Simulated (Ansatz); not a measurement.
# Si2H5O+: single points off equilibrium

How do the functionals fare away from a minimum? The structure is a structure displaced at random from a GFN2-xTB minimum.

Computed with Ansatz 0.2.0, Gaussian basis. Level: single points in def2-TZVPP.

Correlated methods freeze the cores. B3LYP uses VWN-RPA correlation.

## Step 1: The system as given

SMILES `[SiH2+]O[SiH3]`, 8 atoms, charge 1, spin multiplicity 1.

Atoms are counted from 1 here; the program's logs count them from 0.

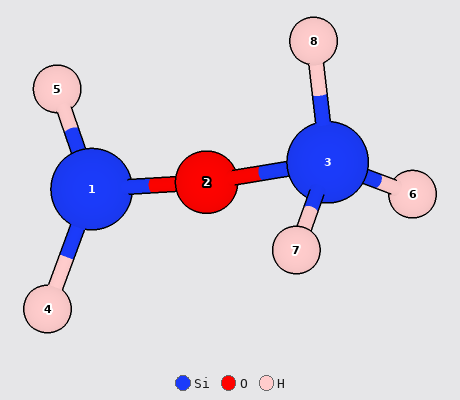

Start geometry, drawn with silicon blue, oxygen red, hydrogen pink; atoms are numbered from 1 in the order of the file.

Coordinates:

```csv
atom,x (Å),y (Å),z (Å)
Si1,-0.93090,1.17460,-1.26300
O2,-0.11840,0.14180,-0.20930
Si3,0.82260,-0.84930,1.07170
H4,-2.35940,0.60700,-1.57030
H5,-0.16550,2.33340,-1.84310
H6,1.40200,-1.85280,0.16540
H7,-0.42230,-1.31430,1.91840
H8,1.71590,0.24990,1.71860
```

## Step 2: CCSD(T)/def2-TZVPP

The input, run/in.yaml:

```yaml
crystal:
  periodic: [false, false, false]
  atoms:
    - {symbol: Si, position_ang: [-0.930900, 1.174600, -1.263000]}
    - {symbol: O, position_ang: [-0.118400, 0.141800, -0.209300]}
    - {symbol: Si, position_ang: [0.822600, -0.849300, 1.071700]}
    - {symbol: H, position_ang: [-2.359400, 0.607000, -1.570300]}
    - {symbol: H, position_ang: [-0.165500, 2.333400, -1.843100]}
    - {symbol: H, position_ang: [1.402000, -1.852800, 0.165400]}
    - {symbol: H, position_ang: [-0.422300, -1.314300, 1.918400]}
    - {symbol: H, position_ang: [1.715900, 0.249900, 1.718600]}
basis:
  gaussian: {orbitals: def2-TZVPP}
total_charge: 1
correlation: {method: ccsd_t}
output: {forces: true}
```

No record of the launch command was kept for these runs.

## Step 3: PBE0-D4/def2-TZVPP

run/in.yaml: that of step 2 with these lines changed.

```diff
@@ -14,3 +14,3 @@
 total_charge: 1
-correlation: {method: ccsd_t}
-output: {forces: true}
+hamiltonian: {xc: pbe0, dispersion: d4}
+output: {forces: true, orbitals: {seedname: orbitals}}
```

## Step 4: wB97M-V/def2-TZVPP

run/in.yaml: that of step 3 with these lines changed.

```diff
@@ -14,3 +14,3 @@
 total_charge: 1
-hamiltonian: {xc: pbe0, dispersion: d4}
-output: {forces: true, orbitals: {seedname: orbitals}}
+hamiltonian: {xc: {name: wB97M-V}}
+output: {forces: true}
```

## Step 5: r2SCAN-D4/def2-TZVPP

run/in.yaml: that of step 4 with these lines changed.

```diff
@@ -14,3 +14,3 @@
 total_charge: 1
-hamiltonian: {xc: {name: wB97M-V}}
+hamiltonian: {xc: r2scan, dispersion: d4}
 output: {forces: true}
```

## Step 6: PBE-D4/def2-TZVPP

run/in.yaml: that of step 5 with these lines changed.

```diff
@@ -14,3 +14,3 @@
 total_charge: 1
-hamiltonian: {xc: r2scan, dispersion: d4}
+hamiltonian: {xc: pbe, dispersion: d4}
 output: {forces: true}
```

## Step 7: B3LYP-D4/def2-TZVPP

run/in.yaml: that of step 6 with these lines changed.

```diff
@@ -14,3 +14,3 @@
 total_charge: 1
-hamiltonian: {xc: pbe, dispersion: d4}
+hamiltonian: {xc: {name: B3LYP}, dispersion: d4}
 output: {forces: true}
```

## Step 8: BLYP-D4/def2-TZVPP

run/in.yaml: that of step 7 with these lines changed.

```diff
@@ -14,3 +14,3 @@
 total_charge: 1
-hamiltonian: {xc: {name: B3LYP}, dispersion: d4}
+hamiltonian: {xc: {name: BLYP}, dispersion: d4}
 output: {forces: true}
```

(Steps that only read results are left out.)

**Question.** What will these runs give? Wanted: energy less free atoms, CCSD(T)/def2-TZVPP; RMS force component; RMS force error; HOMO and LUMO, PBE0-D4; T1 diagnostic.

As calculated:

| quantity | value |
| --- | --- |
| energy less free atoms, CCSD(T)/def2-TZVPP | -1679.4 kJ/mol |
| RMS force component | 1.237 to 1.453 eV/Å over the methods |
| RMS force error | PBE0-D4 0.078, wB97M-V 0.051, r2SCAN-D4 0.061, PBE-D4 0.211, B3LYP-D4 0.033, BLYP-D4 0.205 eV/Å |
| HOMO and LUMO, PBE0-D4 | -13.63 and -8.32 eV |
| T1 diagnostic | 0.019 |

**Reading.** Against CCSD(T) the functionals' energies less atoms differ by -68.5 to +1.9 kJ/mol, PBE-D4 by -44.8 kJ/mol. CCSD(T) in triple zeta still lacks some correlation energy of the bonds, so part of these gaps is its own basis error and they don't rank the functionals. For forces B3LYP-D4 does best and PBE-D4 worst. Frozen-core CCSD(T) forces in triple zeta carry basis errors of their own, and this is one geometry, so small gaps rank nothing.
